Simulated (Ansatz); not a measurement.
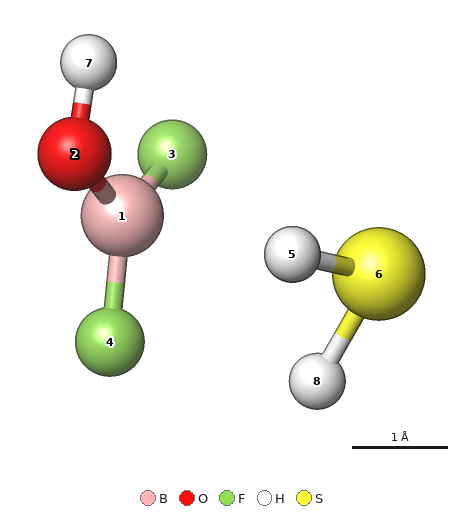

Fig. 1: The input geometry (ball-and-stick view, seen at a tilt; atoms are numbered from 1 in the order of the input). Bond lengths as drawn: B–F 1.34 Å, B–O 1.36 Å, H–O 0.97 Å and H–S 1.36 Å.

**BH3SOF2: nudged elastic band**

BH3SOF2, computed with UKS PBE-D4/def2-SVP (Ansatz 0.2.0).

It belongs to a series of runs on one base structure; here: band between the two ends. Figures and captions count atoms from 1; the log counts them from 0 in places.

**Input file**
```yaml
crystal:
  periodic: [false, false, false]
  atoms:
    - { symbol: B, position_ang: [-0.488061, 0.803523, -0.566764] }
    - { symbol: O, position_ang: [0.805624, 0.847352, -0.979028] }
    - { symbol: F, position_ang: [-1.470307, 0.305715, -1.327093] }
    - { symbol: F, position_ang: [-0.811808, 1.374323, 0.597691] }
    - { symbol: H, position_ang: [1.311403, -1.205532, 1.029834] }
    - { symbol: S, position_ang: [0.089122, -1.788836, 1.168019] }
    - { symbol: H, position_ang: [0.918455, 0.406388, -1.83982] }
    - { symbol: H, position_ang: [-0.354428, -0.742934, 1.917159] }
magnetization:
  spin_polarized: true
basis:
  gaussian: { orbitals: def2-SVP }
hamiltonian:
  xc: pbe
  dispersion: d4
neb:
  order_check: false
  images: 7
  f_tol: 0.05
  max_iterations: 60
  final_atoms:
    - { symbol: B, position_ang: [-0.63023119, 0.25267297, -0.07192209] }
    - { symbol: O, position_ang: [1.08159859, 0.42541838, -0.55851155] }
    - { symbol: F, position_ang: [-1.20849466, 0.08985718, -1.29902277] }
    - { symbol: F, position_ang: [-0.88044059, 1.41079991, 0.57683522] }
    - { symbol: H, position_ang: [1.38018893, -0.44743441, -0.19946065] }
    - { symbol: S, position_ang: [-0.55189574, -1.34623358, 0.96051042] }
    - { symbol: H, position_ang: [1.06894377, 0.32179535, -1.53440285] }
    - { symbol: H, position_ang: [-0.2596691, -0.7068768, 2.12597227] }
  initial_path:
    images:
      - { positions_ang: [[-0.488061, 0.803523, -0.566764], [0.805624, 0.847352, -0.979028], [-1.470307, 0.305715, -1.327093], [-0.811808, 1.374323, 0.597691], [1.311403, -1.205532, 1.029834], [0.089122, -1.788836, 1.168019], [0.918455, 0.406388, -1.83982], [-0.354428, -0.742934, 1.917159]] }
      - { positions_ang: [[-0.53311975, 0.70779425, -0.47839602], [0.86407655, 0.74799298, -0.88051207], [-1.43748167, 0.28094411, -1.32724563], [-0.8557592, 1.3916819, 0.58505489], [1.25741389, -1.06260426, 0.79323389], [-0.00061333, -1.69408404, 1.11331341], [0.97640482, 0.36924435, -1.76006299], [-0.27092133, -0.74097028, 1.95461252]] }
      - { positions_ang: [[-0.57817849, 0.6120655, -0.39002805], [0.92252911, 0.64863395, -0.78199614], [-1.40465633, 0.25617322, -1.32739826], [-0.89971039, 1.4090408, 0.57241879], [1.20342478, -0.91967653, 0.55663379], [-0.09034865, -1.59933208, 1.05860782], [1.03435464, 0.33210069, -1.68030598], [-0.18741466, -0.73900655, 1.99206603]] }
      - { positions_ang: [[-0.62323724, 0.51633675, -0.30166007], [0.98098166, 0.54927493, -0.68348022], [-1.371831, 0.23140233, -1.32755089], [-0.94366159, 1.42639969, 0.55978268], [1.14943566, -0.77674879, 0.32003368], [-0.18008398, -1.50458012, 1.00390223], [1.09230446, 0.29495704, -1.60054897], [-0.10390798, -0.73704283, 2.02951955]] }
      - { positions_ang: [[-0.66829599, 0.420608, -0.21329209], [1.03943421, 0.44991591, -0.58496429], [-1.33900566, 0.20663143, -1.32770352], [-0.98761279, 1.44375859, 0.54714657], [1.09544655, -0.63382105, 0.08343357], [-0.2698193, -1.40982816, 0.94919664], [1.15025428, 0.25781339, -1.52079196], [-0.02040131, -0.7350791, 2.06697307]] }
      - { positions_ang: [[-0.65877979, 0.37862424, -0.17794959], [1.04997531, 0.44379153, -0.5783511], [-1.30637791, 0.17743787, -1.32053333], [-0.96081974, 1.43551892, 0.55456873], [1.16663214, -0.58722439, 0.01271002], [-0.34033841, -1.39392952, 0.95202509], [1.12992665, 0.27380888, -1.52419468], [-0.08021826, -0.72802853, 2.08172287]] }
      - { positions_ang: [[-0.64926359, 0.33664049, -0.14260709], [1.0605164, 0.43766715, -0.57173792], [-1.27375016, 0.14824431, -1.31336314], [-0.93402669, 1.42727925, 0.56199089], [1.23781774, -0.54062773, -0.05801354], [-0.41085752, -1.37803087, 0.95485353], [1.10959902, 0.28980437, -1.5275974], [-0.1400352, -0.72097795, 2.09647267]] }
      - { positions_ang: [[-0.63974739, 0.29465673, -0.10726459], [1.0710575, 0.43154276, -0.56512474], [-1.24112241, 0.11905074, -1.30619296], [-0.90723364, 1.41903958, 0.56941306], [1.30900333, -0.49403107, -0.12873709], [-0.48137663, -1.36213222, 0.95768198], [1.0892714, 0.30579986, -1.53100013], [-0.19985215, -0.71392738, 2.11122247]] }
      - { positions_ang: [[-0.63023119, 0.25267297, -0.07192209], [1.08159859, 0.42541838, -0.55851155], [-1.20849466, 0.08985718, -1.29902277], [-0.88044059, 1.41079991, 0.57683522], [1.38018893, -0.44743441, -0.19946065], [-0.55189574, -1.34623358, 0.96051042], [1.06894377, 0.32179535, -1.53440285], [-0.2596691, -0.7068768, 2.12597227]] }
```

Run on 2 threads of AMD EPYC (Zen 5), 16 GiB of memory available, shared host.

Launched with:
```bash
ansatz run input.yaml --threads 2 --pin off --max-ram 3072MiB --backend cpu --events-out ev --progress --plain --runs-dir out
```

**The program's output**
```
Engine: ansatz 0.2.0, x86_64-unknown-linux-gnu
Functional definition: PBE
  parameter kappa = 0.804
  parameter beta = 0.06672455060314922
  exchange = pbe_x(kappa = kappa, mu = beta*pi^2/3)
  correlation = pbe_c(beta = beta)
972 factors; their error is unknown
mean field evaluation 1: about -19017.7509 eV, gradient 4.1e1 eV
mean field evaluation 2: about -19003.7293 eV, gradient 7.4e1 eV
mean field evaluation 4: about -19023.2636 eV, gradient 3.8e0 eV
mean field evaluation 8: about -19023.3049 eV, gradient 9.8e-2 eV
mean field evaluation 16: about -19023.2578 eV, gradient 2.5e-5 eV
mean field -19023.25782529 eV, -699.0918306521 hartree, gradient 2.5e-5 eV, S^2 0.000000; 0 other end points of the search recorded, 0 dependent functions left out
the calculation of the forces begins
reference -19023.25785519 eV, -699.0918317509 hartree; 25, 25 occupied and 64, 64 virtual orbitals, 972 factors
972 factors; their error is unknown
mean field evaluation 32: about -19022.7748 eV, gradient 1.6e-4 eV
mean field -19022.77479534 eV, -699.0740796287 hartree, gradient 2.6e-5 eV, S^2 0.000000; 0 other end points of the search recorded, 0 dependent functions left out
[... from here on the field's lines of each further geometry are left out, up to the last ...]
NEB iter   1: max|band force component| = 4.968e0 eV/Å  barrier→ = 1.5511 eV  barrier← = 1.0813 eV  Δτ_max = 0.2000 Å  (264 SCF iters)
NEB iter   2: max|band force component| = 3.443e0 eV/Å  barrier→ = 1.1411 eV  barrier← = 0.6713 eV  Δτ_max = 0.2000 Å  (219 SCF iters)
NEB iter   3: max|band force component| = 6.785e0 eV/Å  barrier→ = 1.1388 eV  barrier← = 0.6689 eV  Δτ_max = 0.0993 Å  (215 SCF iters)
NEB iter   4: max|band force component| = 1.921e0 eV/Å  barrier→ = 1.1023 eV  barrier← = 0.6324 eV  Δτ_max = 0.2000 Å  (209 SCF iters)
NEB iter   5: max|band force component| = 2.200e0 eV/Å  barrier→ = 0.9876 eV  barrier← = 0.5178 eV  Δτ_max = 0.1004 Å  (214 SCF iters)
NEB iter   6: max|band force component| = 7.864e-1 eV/Å  barrier→ = 0.8713 eV  barrier← = 0.4015 eV  Δτ_max = 0.1325 Å  (204 SCF iters)
NEB iter   7: max|band force component| = 5.207e-1 eV/Å  barrier→ = 0.7817 eV  barrier← = 0.3118 eV  Δτ_max = 0.0847 Å  (198 SCF iters)
NEB iter   8: max|band force component| = 4.577e-1 eV/Å  barrier→ = 0.7682 eV  barrier← = 0.2984 eV  CI = image 6  Δτ_max = 0.1140 Å  (194 SCF iters)
NEB iter   9: max|band force component| = 4.013e-1 eV/Å  barrier→ = 0.8350 eV  barrier← = 0.3652 eV  CI = image 6  Δτ_max = 0.0416 Å  (197 SCF iters)
NEB iter  10: max|band force component| = 2.691e-1 eV/Å  barrier→ = 0.8261 eV  barrier← = 0.3563 eV  CI = image 6  Δτ_max = 0.0196 Å  (192 SCF iters)
NEB iter  11: max|band force component| = 9.522e-2 eV/Å  barrier→ = 0.8206 eV  barrier← = 0.3507 eV  CI = image 6  Δτ_max = 0.0146 Å  (192 SCF iters)
NEB iter  12: max|band force component| = 5.548e-2 eV/Å  barrier→ = 0.8189 eV  barrier← = 0.3490 eV  CI = image 6  Δτ_max = 0.0163 Å  (181 SCF iters)
the calculation of the forces begins
reference -19022.69921491 eV, -699.0713020992 hartree; 25, 25 occupied and 64, 64 virtual orbitals, 972 factors
972 factors; their error is unknown
mean field evaluation 800: about -19022.4726 eV, gradient 2.5e-1 eV
mean field -19022.42450606 eV, -699.0612067353 hartree, gradient 7.2e-6 eV, S^2 0.000000; 1 other end points of the search recorded, 0 dependent functions left out
the calculation of the forces begins
reference -19022.42453458 eV, -699.0612077832 hartree; 25, 25 occupied and 64, 64 virtual orbitals, 972 factors
NEB iter  13: max|band force component| = 3.297e-2 eV/Å  barrier→ = 0.8181 eV  barrier← = 0.3483 eV  CI = image 6  Δτ_max = 0.0000 Å  (402 SCF iters)
```

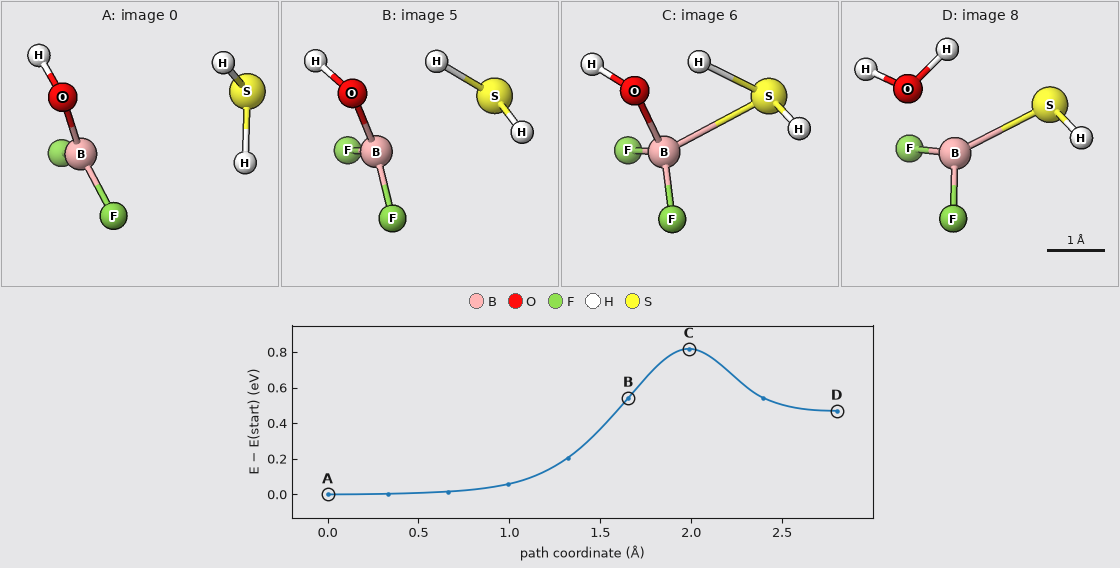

Fig. 2: Images of the last band (counted from 0; ball-and-stick, seen at a tilt) above the energy along the path; the line is a cubic interpolation that uses the forces. The highest image is number 6, 0.818 eV above the start and 0.348 eV above the end (the climbing image); the end lies 0.470 eV above the start. The path is 2.80 Å long. The band converged in 13 iterations.

```
Total energy: -19022.57280638 eV, -699.0666566716 hartree
Atom 0 at    -0.529028     0.405017    -0.235791 Å, force     0.030230     0.003861    -0.012492 eV/Å
Atom 1 at     0.972539     0.447541    -0.532774 Å, force     0.010401    -0.003014     0.016592 eV/Å
Atom 2 at    -1.252000     0.119102    -1.349816 Å, force    -0.011972     0.007411    -0.023714 eV/Å
Atom 3 at    -0.933886     1.434869     0.536964 Å, force    -0.016495     0.011801     0.013081 eV/Å
Atom 4 at     0.921415    -0.668585     0.112423 Å, force     0.000883     0.008656    -0.000605 eV/Å
Atom 5 at    -0.305009    -1.365210     0.904868 Å, force     0.004529    -0.020980     0.015610 eV/Å
Atom 6 at     1.126116     0.331942    -1.492898 Å, force    -0.017765    -0.008969    -0.008131 eV/Å
Atom 7 at    -0.000147    -0.704677     2.057023 Å, force     0.000190     0.001234    -0.000341 eV/Å
Dipole moment:     0.497036    -0.190638    -0.077927 e Å
this run last wrote the band of iteration 13 to [file]
```

**The last band as extended XYZ (Å, eV, eV/Å)**
```
8
Properties=species:S:1:pos:R:3:forces:R:3 image=0 energy=-19023.39088
B    -0.4881    0.8035   -0.5668    0.0064   0.0117  -0.0008
O     0.8056    0.8474   -0.9790   -0.0016  -0.0050  -0.0031
F    -1.4703    0.3057   -1.3271   -0.0030  -0.0031   0.0005
F    -0.8118    1.3743    0.5977   -0.0029  -0.0038   0.0017
H     1.3114   -1.2055    1.0298   -0.0024  -0.0023   0.0006
S     0.0891   -1.7888    1.1680    0.0042   0.0045  -0.0003
H     0.9185    0.4064   -1.8398    0.0009  -0.0001   0.0014
H    -0.3544   -0.7429    1.9172   -0.0016  -0.0018   0.0000
8
Properties=species:S:1:pos:R:3:forces:R:3 image=1 energy=-19023.38736
B    -0.5011    0.8010   -0.5714    0.0012   0.0010  -0.0007
O     0.8187    0.8195   -0.9010   -0.0036  -0.0013  -0.0060
F    -1.4367    0.3094   -1.3915   -0.0039   0.0031   0.0013
F    -0.8882    1.3833    0.5655    0.0040  -0.0003   0.0037
H     1.2175   -1.1990    0.8238    0.0077  -0.0027   0.0128
S     0.0497   -1.7793    1.2143    0.0042  -0.0014  -0.0014
H     0.9754    0.3841   -1.7578   -0.0002   0.0016  -0.0042
H    -0.2353   -0.7190    2.0182   -0.0095   0.0000  -0.0055
8
Properties=species:S:1:pos:R:3:forces:R:3 image=2 energy=-19023.37493
B    -0.5015    0.7934   -0.5607    0.0011   0.0075  -0.0125
O     0.8336    0.8167   -0.8352   -0.0073   0.0054  -0.0111
F    -1.3923    0.2703   -1.4104   -0.0100   0.0174  -0.0063
F    -0.9408    1.4041    0.5394    0.0055   0.0019   0.0044
H     1.0765   -1.1847    0.6293    0.0246  -0.0170   0.0309
S    -0.0110   -1.7544    1.2173    0.0129  -0.0164   0.0121
H     1.0285    0.3794   -1.6832   -0.0061   0.0040  -0.0142
H    -0.0930   -0.7248    2.1035   -0.0207  -0.0027  -0.0032
8
Properties=species:S:1:pos:R:3:forces:R:3 image=3 energy=-19023.33309
B    -0.4786    0.7485   -0.5212   -0.0121   0.0694  -0.0704
O     0.8670    0.7846   -0.7643    0.0042   0.0621  -0.0495
F    -1.3346    0.1940   -1.3869   -0.0264   0.0437  -0.0276
F    -0.9532    1.4140    0.5307   -0.0047   0.0139   0.0028
H     0.9292   -1.0942    0.4762    0.0265  -0.1021   0.0876
S    -0.1058   -1.6705    1.1506    0.0593  -0.0856   0.0664
H     1.0884    0.3416   -1.6027   -0.0124   0.0105  -0.0310
H    -0.0124   -0.7179    2.1178   -0.0344  -0.0119   0.0217
8
Properties=species:S:1:pos:R:3:forces:R:3 image=4 energy=-19023.18361
B    -0.4646    0.6494   -0.4442    0.0492   0.2906  -0.2395
O     0.8968    0.6904   -0.6859   -0.0511   0.2807  -0.1729
F    -1.3052    0.1348   -1.3533   -0.0452   0.0614  -0.0522
F    -0.9443    1.4076    0.5443   -0.0287  -0.0065   0.0295
H     0.8663   -0.9634    0.3690   -0.0067  -0.3085   0.2503
S    -0.1816   -1.5397    1.0410    0.1116  -0.2737   0.1920
H     1.1077    0.3184   -1.5605   -0.0031  -0.0206  -0.0508
H     0.0249   -0.6975    2.0895   -0.0259  -0.0234   0.0436
8
Properties=species:S:1:pos:R:3:forces:R:3 image=5 energy=-19022.84805
B    -0.4743    0.5176   -0.3386    0.2416   0.4095  -0.3848
O     0.9335    0.5671   -0.6026   -0.1295   0.4489  -0.2330
F    -1.2770    0.1156   -1.3467   -0.0686   0.0207  -0.0410
F    -0.9376    1.4192    0.5437   -0.0466  -0.0493   0.0660
H     0.8629   -0.8302    0.2625   -0.2238  -0.5947   0.5653
S    -0.2408   -1.4217    0.9448    0.2288  -0.2424   0.1101
H     1.1135    0.3274   -1.5293   -0.0247   0.0220  -0.1001
H     0.0199   -0.6948    2.0661    0.0229  -0.0147   0.0174
8
Properties=species:S:1:pos:R:3:forces:R:3 image=6 energy=-19022.57278
B    -0.5290    0.4050   -0.2358    0.0302   0.0039  -0.0125
O     0.9725    0.4475   -0.5328    0.0104  -0.0030   0.0166
F    -1.2520    0.1191   -1.3498   -0.0120   0.0074  -0.0237
F    -0.9339    1.4349    0.5370   -0.0165   0.0118   0.0131
H     0.9214   -0.6686    0.1124    0.0009   0.0087  -0.0006
S    -0.3050   -1.3652    0.9049    0.0045  -0.0210   0.0156
H     1.1261    0.3319   -1.4929   -0.0178  -0.0090  -0.0081
H    -0.0001   -0.7047    2.0570    0.0002   0.0012  -0.0003
8
Properties=species:S:1:pos:R:3:forces:R:3 image=7 energy=-19022.84690
B    -0.6146    0.3085   -0.1304   -0.1099  -0.1299   0.1386
O     1.0306    0.4088   -0.5049    0.0759  -0.0341   0.0393
F    -1.2268    0.1112   -1.3337    0.0269  -0.0132   0.0186
F    -0.9276    1.4364    0.5434    0.0097   0.0062   0.0082
H     1.1296   -0.5173   -0.0752    0.2799   0.1902  -0.2564
S    -0.4676   -1.3411    0.9219   -0.2162   0.0311   0.0351
H     1.1250    0.3044   -1.4763   -0.0134  -0.0555   0.0154
H    -0.0485   -0.7109    2.0552   -0.0529   0.0052   0.0012
8
Properties=species:S:1:pos:R:3:forces:R:3 image=8 energy=-19022.92104
B    -0.6302    0.2527   -0.0719   -0.0017  -0.0067  -0.0024
O     1.0816    0.4254   -0.5585   -0.0027  -0.0168  -0.0062
F    -1.2085    0.0899   -1.2990   -0.0007   0.0004   0.0098
F    -0.8804    1.4108    0.5768   -0.0010  -0.0007  -0.0036
H     1.3802   -0.4474   -0.1995   -0.0015   0.0134  -0.0133
S    -0.5519   -1.3462    0.9605   -0.0002   0.0112  -0.0075
H     1.0689    0.3218   -1.5344    0.0055  -0.0005   0.0244
H    -0.2597   -0.7069    2.1260    0.0022  -0.0002  -0.0012
```

**Key numbers**

```csv
quantity,value
outcome,converged
"barrier, forward",0.818 eV
"barrier, backward",0.348 eV
wall time,66 s (CPU time 2.1 min)
peak memory,0.17 GiB
```

**Remarks**

The order of the saddle point was not checked.
